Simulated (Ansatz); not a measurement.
# Meshes and cutoff for the phonons of Nb (Im-3m, 1 atom in the cell)

How do the frequencies of Nb (Im-3m, 1 atom in the cell) move with q mesh, k mesh and cutoff?

Main program and level: Ansatz 0.2.0; DFT PBEsol, scalar-relativistic, plane waves, PAW.

The database entry behind the starting cell differs from later determinations by our own check (about 0.8 % long, hydrogen-cycled sample), so it need not match the best structure at ambient conditions.

### 1. Starting point

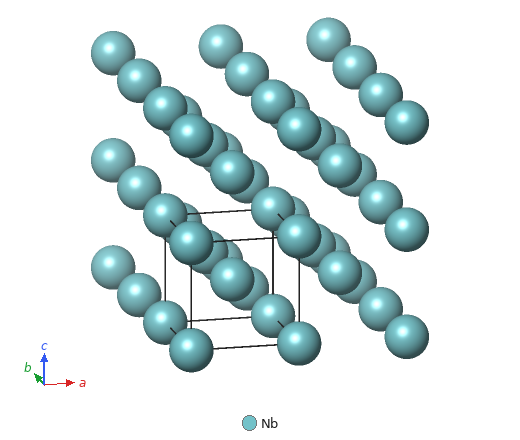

The starting structure, seen slightly off an axis (niobium teal). 2×3×2 cells are drawn. This picture shows the conventional cell, with its axes. Some periodic images of atoms are drawn too.

Structure file:

```cif
data_structure
_symmetry_space_group_name_H-M 'P 1'
_symmetry_Int_Tables_number 1
_cell_length_a 2.8340
_cell_length_b 2.8340
_cell_length_c 2.8340
_cell_angle_alpha 109.471
_cell_angle_beta 109.471
_cell_angle_gamma 109.471
_cell_volume 17.52
loop_
_atom_site_label
_atom_site_type_symbol
_atom_site_fract_x
_atom_site_fract_y
_atom_site_fract_z
_atom_site_occupancy
Nb1 Nb 0.00000 0.00000 0.00000 1
```

### 2. Tight relaxation

Phonons need a cell at rest on their own settings, so the relaxation is repeated with tight tolerances on forces and stress on the k mesh and occupations of the first response run.

input.yaml

```yaml
crystal:
  lattice:
    - [-1.6362222516, 1.6362222516, 1.6362222516]
    - [1.6362222516, -1.6362222516, 1.6362222516]
    - [1.6362222516, 1.6362222516, -1.6362222516]
  atoms:
    - { symbol: Nb, position: [0.0, 0.0, 0.0] }
kpoints:
  mp_grid: { grid: [20, 20, 20] }
hamiltonian:
  xc: pbesol
scf:
  occupations: { method: methfessel_paxton, width: 0.2 }
output:
  forces: true
  stress: true
  eigenvalues: true
  write_density: true
  write_potential: true
  elf: true
  volumetric_format: npy
relax:
  adjacent_minimum: "off"
  f_tol: 0.001
  max_steps: 60
  cell: { stress_tol: 0.01 }
```

Run with:

```console
$ ansatz run input.yaml --threads 4 --pin off --max-ram 7168MiB --backend cpu --events-out ev --progress --plain --runs-dir out
```

Numbers of over 12 decimals in the logs are rounded to 6 here.

The program printed:

```text
Engine: ansatz 0.2.0, aarch64-unknown-linux-gnu
Pseudopotentials: kind: paw
Pseudopotential: Nb, paw, valence charge 13, recommended cutoff 420 eV (normal), Nb.paw.azcp
Functional definition: PBEsol
  exchange = pbesol_x
  correlation = pbesol_c
Crystal: 1 atoms, lattice volume = 17.522 Å³
[...]
--- Relaxed structure (3 steps of the walk, 2 accepted, 1 SCFs on fresh bases) ---
  F+E_penalty+E_count = -4495.45342790 eV   max|allowed force component| = 0.000e0 eV/Å   (the final SCF, on the basis selected at the relaxed cell)
  cell:  # Å, volume = 17.4960 Å³
    - [-1.635410, 1.635410, 1.635410]
    - [1.635410, -1.635410, 1.635410]
    - [1.635410, 1.635410, -1.635410]
  atoms:
    - { symbol: Nb, position: [0.0, 0.0, 0.0] }
[key lines of the parts left out:]
SCF converged after 4 iterations
Free energy (F): -4495.453428 eV
Fermi energy:    18.247498 eV
P = ⅓ Tr σ = -0.0012 GPa (-0.012 kbar)
```

It took 2.8 s on 4 threads of Arm Neoverse V2, shared host; peak memory 0.34 GiB.

Little changed from the start: no atom moved by 0.005 Å and no cell edge by 0.1 %.

Numbers from this step:

```yaml
pressure: -0.001247 GPa
volume_per_atom: 17.50 Å³
gap_on_the_k_mesh: 0 eV
```

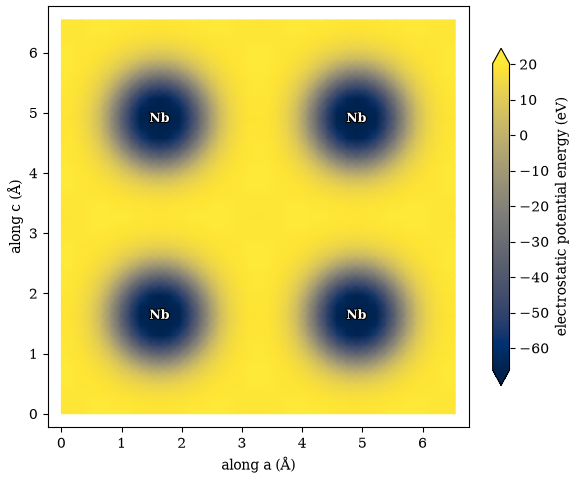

Electrostatic potential energy in the ac plane of the conventional cell at fractional y = 0.000, with atoms of Nb within 0.2 Å of it. With pseudopotentials it is smooth inside the atoms' cores, unlike the true potential. The map starts off the cell's origin, so that atoms lie inside it.

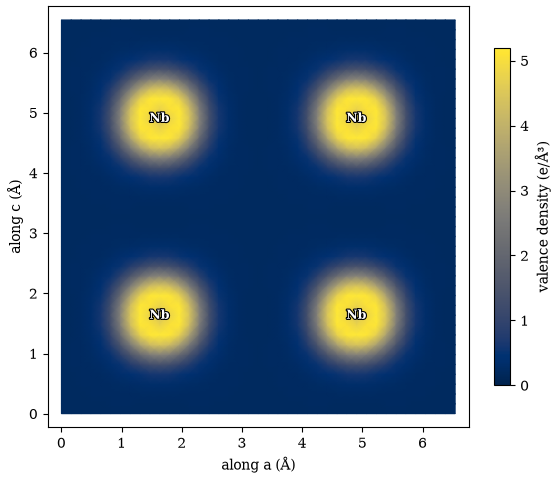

Valence density in the ac plane of the conventional cell at fractional y = 0.000, with atoms of Nb within 0.2 Å of it. It is the smooth field of the valence electrons, not physical close to the nuclei. The map starts off the cell's origin, so that atoms lie inside it.

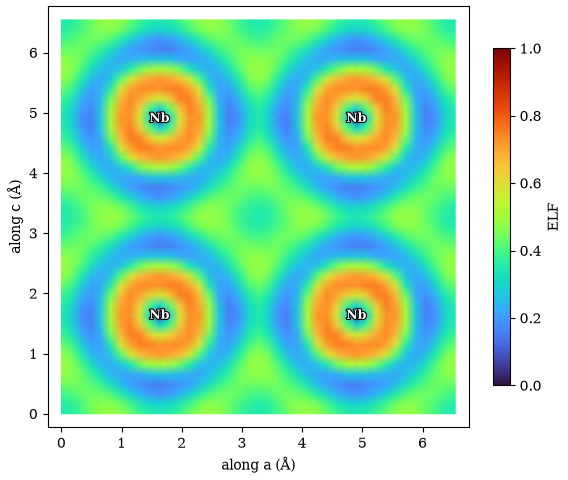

ELF in the ac plane of the conventional cell at fractional y = 0.000, with atoms of Nb within 0.2 Å of it. It is the smooth field of the valence electrons, not physical close to the nuclei. The map starts off the cell's origin, so that atoms lie inside it.

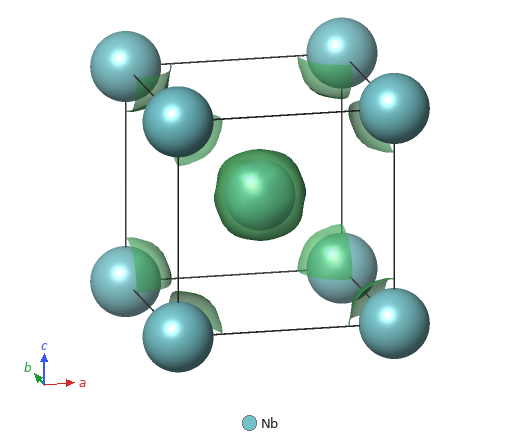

Surface of ELF = 0.7.

The forces vanish by symmetry and the pressure is -0.001 GPa, within the tolerances set. The cell now holds 17.50 Å³/atom.

### 3. The dispersion

Stability and thermal properties need the whole zone. Linear response on a 4×4×4 q mesh gives force constants as far as a supercell of that size would.

input.yaml

```yaml
crystal:
  lattice:
    - [-1.635410055, 1.635410055, 1.635410055]
    - [1.635410055, -1.635410055, 1.635410055]
    - [1.635410055, 1.635410055, -1.635410055]
  atoms:
    - { symbol: Nb, position: [0.0, 0.0, 0.0] }
kpoints:
  mp_grid: { grid: [20, 20, 20] }
hamiltonian:
  xc: pbesol
scf:
  occupations: { method: methfessel_paxton, width: 0.2 }
output:
  eigenvalues: true
phonons:
  method: dfpt
  qmesh: [4, 4, 4]
  temperatures: { t_max: 1000, t_step: 50 }
  qpath:
    path:
      - [[0.0, 0.0, 0.0], [0.5, -0.5, 0.5], [0.0, 0.0, 0.5], [0.0, 0.0, 0.0], [0.25, 0.25, 0.25], [0.5, -0.5, 0.5]]
      - [[0.25, 0.25, 0.25], [0.0, 0.0, 0.5]]
    npoints: 10
```

The program printed:

```text
[...]
Crystal: 1 atoms, lattice volume = 17.496 Å³
Basis set: ecut = 420 eV, 321 PW (Γ), exchange–correlation on 40×40×40 points (8 copies of the dense FFT grid, shifted against one another)
Bands: 11, of which v1, the nominal top of the filled ones, is band 7 counted from 1 (6 counted from 0)
Symmetry: 48 space group operations
k-points: 256 of 8000
[...]
SCF iter   1: F=—  HF=-4495.455318 eV  |F-HF|=—  |Δ(HF+E_count)|=         —  Δρ=6.16e-3  dr2=5.40e-3  ethr=1.77e-3  ⟨swp⟩=4.9  Hψ=15224  notcnv=0
[...]
SCF iter   6: F=-4495.453428 eV  HF=-4495.453428 eV  |F-HF|=1.82e-12  |Δ(HF+E_count)|=  4.66e-10  S|Δr|=    0.00e0  Δρ=1.74e-7  dr2=1.85e-12  ethr=1.00e-12  ⟨swp⟩=4.6  Hψ=12939  notcnv=0
SCF 1 converged in 6 iterations: F = -4495.453428 eV  dr2 = 1.85e-12
[...]
NSCF: frozen V_eff on 256 k-points
WARN: eigensolver did not converge in 3 slots of this pass, the one above among them; of largest residual over every band (k=111): 1 band(s) unlocked (lowest unlocked band 10, counted from 0; max residual 1.47e-5 eV among the unlocked bands, 1.47e-5 eV over every band); of lowest unlocked band (k=53): band 10
[...]
DFPT response loops at q = (0, 0, 0) (fractional): preconditioner auto → Kerker (q_TF=auto, 2.597 Å⁻¹) (partly filled bands, converged f_vac=0.000); β = 1.00, the filter's whole step (`scf.mixing.beta` (0.50) is not read by the response loops under this deck's `scf.mixing.preconditioner`; to damp them name `kerker` or `kerker_dos`, under which they read `scf.mixing.beta`, and type it under 1.00, their step now; both keys bind the ground state too); Broyden in place of MSR1
[...]
SCF converged after 6 iterations
[...]
Free energy (F): -4495.453428 eV
[...]
Internal energy: -4495.454653 eV  (E = F + TS)
E sigma→0 (E₀):  -4495.453734 eV
Entropy (-TS):   0.001225 eV (1.225 meV/atom)
Fermi energy:    18.247498 eV
[...]
--- Band table (eV; the first three rows and the last of 256) ---
  k-point 0: bands = [... 3 lower, -11.2267, 12.2577, 18.5990, 18.5990, 18.5990, 21.6058, 21.6058, 32.4414]
  k-point 1: bands = [... 3 lower, -11.2271, 12.3654, 18.5313, 18.5839, 18.7023, 21.4971, 21.6054, 32.5326]
  k-point 2: bands = [... 3 lower, -11.2281, 12.6763, 18.3417, 18.5226, 19.0090, 21.2498, 21.6089, 32.7707]
  k-point 255: bands = [... 3 lower, -12.2478, 14.3343, 14.3343, 24.0857, 24.0857, 24.0857, 27.5352, 27.5352]
--- Phonons (Γ-DFPT): 1 representative perturbation + reference (Σ response iterations 3) ---
  ASR residual: 3.170e-7 → 0.000e0 eV/Å²; symmetrization residual: 4.169e-13 eV/Å²
  ASR residual per site (eV/Å²): 3.17e-7
  Γ frequencies (cm⁻¹): 0.00 0.00 0.00
--- Phonons (arbitrary-q DFPT): 8 irreducible q on the 4×4×4 mesh ---
  q = [0.0000, 0.0000, 0.0000] (star 1, of the zone-centre solve; hermiticity 1.47e-7, symmetrization 1.32e-6): -0.00 -0.00 -0.00
  q = [0.0000, 0.0000, 0.2500] (star 12, 2 solved perturbations in 6410 linear systems a pass and spin channel, the states on 4200 of 8000 k-point pairs; hermiticity 9.62e-14, symmetrization 1.59e-13): 73.50 99.14 139.95
[...]
q = [0.2500, 0.2500, 0.2500] (star 2, 1 solved perturbation on 1116 of 8000 k-point pairs; hermiticity 1.06e-13, symmetrization 2.12e-13): 173.93 173.93 173.93
[...]
sum rule: each row above includes the acoustic sum rule's correction from the zone centre's row sums; it moved no ω² by more than (0.03 cm⁻¹)²
  mesh force constants: q→R imaginary residual 0.00e0; ASR residual 3.170e-7 → 0.000e0 eV/Å²; symmetrization residual 8.882e-15 eV/Å²
  interpolated dispersion: 62 rows × 3 modes
  density of states and harmonic sums: on the 28×28×28 q-mesh, interpolated from the force constants of a 4×4×4 supercell (no non-analytic term)
  largest difference from the sums on the solved wave vectors: F 6.73e-3 eV, S 7.06e-6 and C_V 1.05e-6 eV/K
  zero-point energy: 0.027142 eV/cell   skipped modes (ω ≤ 0): 48, of them read as no rigid motion or as one in doubt: 45 (4.920e-2 modes/cell left out, lowest -37.52 cm⁻¹)   left out of the sums: 1.64e-2 of the cell's modes: C_V's classical limit lies that fraction below 3 k_B per atom; for a crystal, a wire or a layer, F and S can be off by more, and a phonons.interpolated_qmesh denser along its periods is the remedy for the sampling
```

It took 1.7 min on 4 threads; peak memory 3.4 GiB.

Reading the cycles: dr2 is the Hartree energy of the density residual (eV), the measure of convergence; HF is the Harris–Foulkes estimate of the energy, which meets the free energy F at convergence.

Numbers from this step:

```
sum-rule residual before enforcement                    : 3.17e-7 eV/Å²
lowest frequency on the path                            : -36.74 cm⁻¹
highest frequency on the path or at a solved wavevector : 217.8 cm⁻¹
lowest mode on the q mesh (acoustic modes at Γ apart)   : 73.5 cm⁻¹
```

Frequencies (cm⁻¹) solved at each irreducible wavevector; negative means imaginary. Frequencies by wavevector, by row:

```
q in reciprocal lattice units  star  mode 1  mode 2  mode 3
                        0 0 0     1       0       0       0
                     0 0 0.25    12    73.5    99.1   139.9
                     0 0 -0.5     6   141.3   172.4   186.4
                  0 0.25 0.25    24   124.4   130.1     207
               0.25 0.25 0.25     2   173.9   173.9   173.9
              0.25 0.25 -0.25     6   105.3   105.3   200.9
               0.25 -0.5 -0.5    12   125.2   192.2   198.9
               -0.5 -0.5 -0.5     1   217.8   217.8   217.8
```

Interpolated from a 4×4×4 q mesh. Phonon branches along the path, in cm⁻¹:

| point | branch 1 | branch 2 | branch 3 |
| --- | --- | --- | --- |
| Γ | 0 | 0 | 0 |
| H | 218 | 218 | 218 |
| N | 141 | 172 | 186 |
| Γ | 0 | 0 | 0 |
| P | 174 | 174 | 174 |
| H | 218 | 218 | 218 |
| jump to P | 174 | 174 | 174 |
| N | 141 | 172 | 186 |

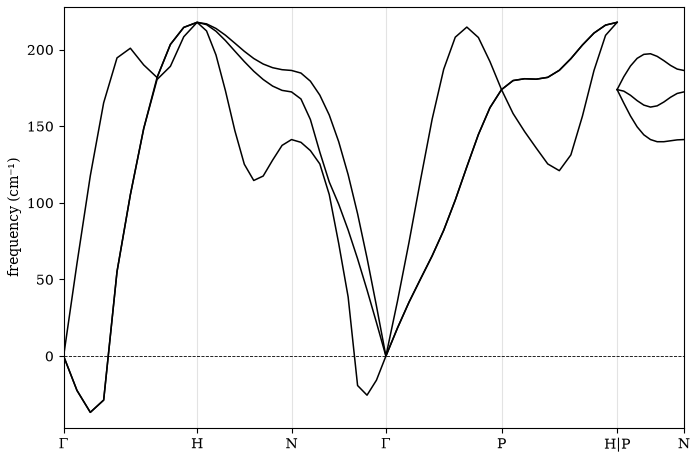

Phonon branches along the path.

Symmetry leaves 8 wavevectors to solve. The lowest mode among them, the acoustic zeros apart, lies at q = (0, 0, 0.25) and is real, 73.5 cm⁻¹. Between them the interpolated path dips to 37i cm⁻¹.

### 4. Another q mesh, q mesh 2×2×2

The q mesh is changed to 2×2×2, to see how far the force constants must reach.

Edit input.yaml of step 3 so:

```diff
@@ -17,3 +17,3 @@
   method: dfpt
-  qmesh: [4, 4, 4]
+  qmesh: [2, 2, 2]
   temperatures: { t_max: 1000, t_step: 50 }
```

The program printed:

```text
[...]
Crystal: 1 atoms, lattice volume = 17.496 Å³
Basis set: ecut = 420 eV, 321 PW (Γ), exchange–correlation on 40×40×40 points (8 copies of the dense FFT grid, shifted against one another)
Bands: 11, of which v1, the nominal top of the filled ones, is band 7 counted from 1 (6 counted from 0)
Symmetry: 48 space group operations
k-points: 256 of 8000
[...]
SCF iter   1: F=—  HF=-4495.455318 eV  |F-HF|=—  |Δ(HF+E_count)|=         —  Δρ=6.16e-3  dr2=5.40e-3  ethr=1.77e-3  ⟨swp⟩=4.9  Hψ=15224  notcnv=0
[...]
SCF iter   6: F=-4495.453428 eV  HF=-4495.453428 eV  |F-HF|=1.82e-12  |Δ(HF+E_count)|=  4.66e-10  S|Δr|=    0.00e0  Δρ=1.74e-7  dr2=1.85e-12  ethr=1.00e-12  ⟨swp⟩=4.6  Hψ=12939  notcnv=0
SCF 1 converged in 6 iterations: F = -4495.453428 eV  dr2 = 1.85e-12
[...]
SCF converged after 6 iterations
[...]
Free energy (F): -4495.453428 eV
[...]
Internal energy: -4495.454653 eV  (E = F + TS)
E sigma→0 (E₀):  -4495.453734 eV
Entropy (-TS):   0.001225 eV (1.225 meV/atom)
Fermi energy:    18.247498 eV
[...]
--- Band table (eV; the first three rows and the last of 256) ---
  k-point 0: bands = [... 3 lower, -11.2267, 12.2577, 18.5990, 18.5990, 18.5990, 21.6058, 21.6058, 32.4414]
  k-point 1: bands = [... 3 lower, -11.2271, 12.3654, 18.5313, 18.5839, 18.7023, 21.4971, 21.6054, 32.5326]
  k-point 2: bands = [... 3 lower, -11.2281, 12.6763, 18.3417, 18.5226, 19.0090, 21.2498, 21.6089, 32.7707]
  k-point 255: bands = [... 3 lower, -12.2478, 14.3343, 14.3343, 24.0857, 24.0857, 24.0857, 27.5352, 27.5352]
[...]
ASR residual: 3.170e-7 → 0.000e0 eV/Å²; symmetrization residual: 4.169e-13 eV/Å²
  ASR residual per site (eV/Å²): 3.17e-7
  Γ frequencies (cm⁻¹): 0.00 0.00 0.00
--- Phonons (arbitrary-q DFPT): 3 irreducible q on the 2×2×2 mesh ---
[...]
interpolated dispersion: 62 rows × 3 modes
[...]
zero-point energy: 0.030002 eV/cell   skipped modes (ω ≤ 0): 3   left out of the sums: 5.69e-5 of the cell's modes: C_V's classical limit lies that fraction below 3 k_B per atom; for a crystal, a wire or a layer, F and S can be off by more, and a phonons.interpolated_qmesh denser along its periods is the remedy for the sampling
```

It took 16 s on 4 threads; peak memory 1.1 GiB; 60 s of CPU time.

This step gave:

```
lowest frequency on the path                          : 0 cm⁻¹
mean frequency                                        : 161.3 cm⁻¹
lowest mode on the q mesh (acoustic modes at Γ apart) : 141.3 cm⁻¹
```

Frequencies (cm⁻¹) solved at each irreducible wavevector; negative means imaginary. Frequencies by wavevector, by row:

```
q in reciprocal lattice units  star  mode 1  mode 2  mode 3
                        0 0 0     1       0       0       0
                     0 0 -0.5     6   141.3   172.4   186.4
               -0.5 -0.5 -0.5     1   217.8   217.8   217.8
```

Interpolated from a 2×2×2 q mesh, rough between the solved points. Phonon branches along the path, in cm⁻¹:

```
    point  branch 1  branch 2  branch 3
        Γ         0         0         0
        H       218       218       218
        N       141       172       186
        Γ         0         0         0
        P       174       174       174
        H       218       218       218
jump to P       174       174       174
        N       141       172       186
```

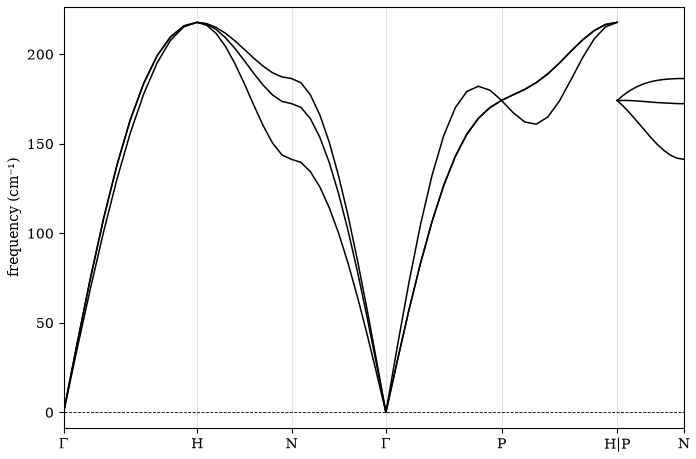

Phonon branches along the path.

The highest branch reaches 218 cm⁻¹ on this path, at H. No branch goes imaginary on this path.

### 5. Another q mesh, k-mesh 21×21×21, q mesh 3×3×3

The q mesh is changed to 3×3×3, to see how far the force constants must reach; the k mesh is 21×21×21, against 20×20×20 in the base run, so that the q mesh divides it.

Edit input.yaml of step 4 so:

```diff
@@ -8,3 +8,3 @@
 kpoints:
-  mp_grid: { grid: [20, 20, 20] }
+  mp_grid: { grid: [21, 21, 21] }
 hamiltonian:
@@ -17,3 +17,3 @@
   method: dfpt
-  qmesh: [2, 2, 2]
+  qmesh: [3, 3, 3]
   temperatures: { t_max: 1000, t_step: 50 }
```

The program printed:

```text
[...]
Crystal: 1 atoms, lattice volume = 17.496 Å³
Basis set: ecut = 420 eV, 321 PW (Γ), exchange–correlation on 40×40×40 points (8 copies of the dense FFT grid, shifted against one another)
Bands: 11, of which v1, the nominal top of the filled ones, is band 7 counted from 1 (6 counted from 0)
Symmetry: 48 space group operations
k-points: 286 of 9261
[...]
k-point 285: bands = [... 3 lower, -12.2432, 14.3599, 14.3775, 23.8786, 23.8786, 24.0372, 27.4082, 27.7932]
[...]
ASR residual: 4.561e-6 → 0.000e0 eV/Å²; symmetrization residual: 2.274e-13 eV/Å²
  ASR residual per site (eV/Å²): 4.56e-6
  Γ frequencies (cm⁻¹): 0.00 0.00 0.00
--- Phonons (arbitrary-q DFPT): 4 irreducible q on the 3×3×3 mesh ---
[...]
interpolated dispersion: 62 rows × 3 modes
[...]
[key lines of the parts left out:]
SCF converged after 6 iterations
Free energy (F): -4495.451629 eV
Fermi energy:    18.235451 eV
```

It took 54 s on 4 threads; peak memory 2.2 GiB; 3.4 min of CPU time.

### 6. Another q mesh, k-mesh 24×24×24, q mesh 6×6×6

The q mesh is changed to 6×6×6, to see how far the force constants must reach; the k mesh is 24×24×24, against 20×20×20 in the base run, so that the q mesh divides it.

Edit input.yaml of step 5 so:

```diff
@@ -8,3 +8,3 @@
 kpoints:
-  mp_grid: { grid: [21, 21, 21] }
+  mp_grid: { grid: [24, 24, 24] }
 hamiltonian:
@@ -17,3 +17,3 @@
   method: dfpt
-  qmesh: [3, 3, 3]
+  qmesh: [6, 6, 6]
   temperatures: { t_max: 1000, t_step: 50 }
```

The program printed:

```text
[...]
Crystal: 1 atoms, lattice volume = 17.496 Å³
Basis set: ecut = 420 eV, 321 PW (Γ), exchange–correlation on 40×40×40 points (8 copies of the dense FFT grid, shifted against one another)
Bands: 11, of which v1, the nominal top of the filled ones, is band 7 counted from 1 (6 counted from 0)
Symmetry: 48 space group operations
k-points: 413 of 13824
[...]
ASR residual: 6.332e-6 → 0.000e0 eV/Å²; symmetrization residual: 2.274e-13 eV/Å²
  ASR residual per site (eV/Å²): 6.33e-6
  Γ frequencies (cm⁻¹): 0.00 0.00 0.00
--- Phonons (arbitrary-q DFPT): 16 irreducible q on the 6×6×6 mesh ---
[...]
q = [0.0000, 0.1667, 0.3333] (star 48, 3 solved perturbations on 13824 of 13824 k-point pairs: no pair is spared here; hermiticity 7.09e-6, symmetrization 2.02e-17): 131.36 137.72 201.09
[...]
interpolated dispersion: 62 rows × 3 modes
[...]
[key lines of the parts left out:]
SCF converged after 6 iterations
Free energy (F): -4495.453331 eV
Fermi energy:    18.244934 eV
```

It took 12 min on 4 threads; peak memory 4.3 GiB.

(Continued in part 2 of 3.)

[Logs are printed without paths, hosts, clocks, repeated set-up lines and the standing remarks that a program may print on its own settings, such as how far it seeks lower states.]

[Hosts, paths, dates, database ids (printed as entryN), source tags and the programs' standing remarks are cut or masked in the printed files.]
